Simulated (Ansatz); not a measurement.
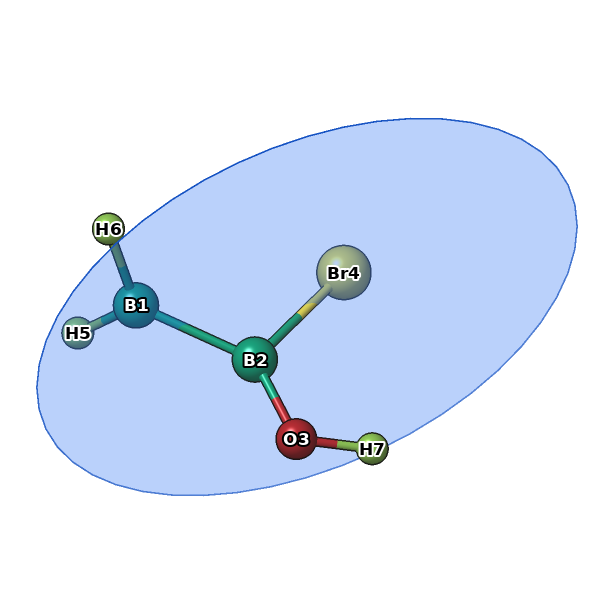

A disc through the centre of mass is drawn in. Atoms fade into the background with distance from the viewer. Computed geometry: PBE-D4/def2-SVP optimisation. No frequency run is at hand to confirm it as a minimum.

### Is the plane of the disc a mirror plane of the structure?

No. The point group is Cs, with 1 mirror plane, and this plane isn't one of its mirror planes.
